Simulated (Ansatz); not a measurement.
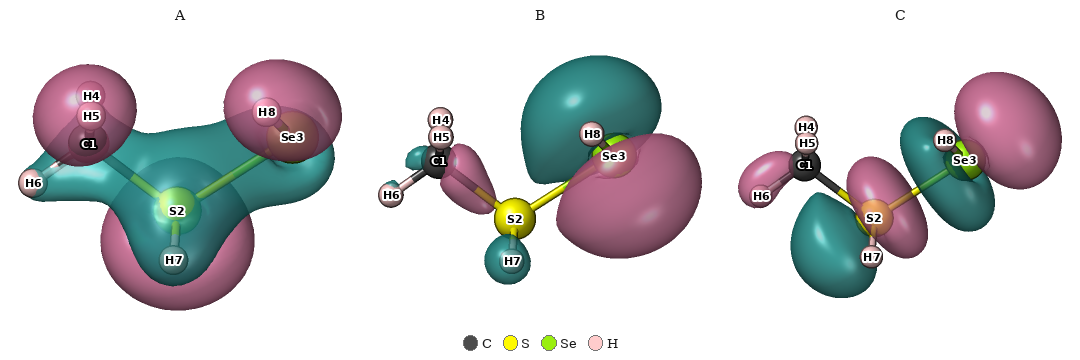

Figure. CH5SSe (SMILES C[SH+][SeH]) (charge +1). Three frontier orbitals at ±0.1 Å⁻³ᐟ² (teal and pink are the two phases), in no order.

Geometry: PBE0-D3(BJ)/def2-SVP.

All numbers below come from isolated molecule in a Gaussian basis; Kohn-Sham density functional theory, functional PBE0 (Ansatz 0.2.0).

```xyz
8

C    -0.1610    0.8626    2.4582
S    -0.3308    0.1193    0.8198
Se   -1.6771   -1.6464    1.0045
H     0.3911    0.1341    3.0674
H    -1.1395    1.0942    2.8968
H     0.4437    1.7721    2.3193
H    -1.1504    1.0301    0.2270
H    -2.7672   -0.8808    1.6446
```

Question: Order the three orbitals by energy and name them.

Answer: A is the HOMO−1 (−15.19 eV). By Hirshfeld shares it lies mainly on S2 (about 55 %), Se3 (about 15 %), C1 (about 10 %), H5 (about 5 %) and H8 (about 5 %). B is the HOMO (−12.87 eV). By Hirshfeld shares it lies mainly on Se3 (about 85 %); largely a lone pair of Se3. C is the LUMO (−7.48 eV). Its weight (Hirshfeld) is mainly on Se3 (about 55 %) and S2 (about 35 %).

Question: What is the HOMO–LUMO gap?

Answer: 5.39 eV between the orbital energies.
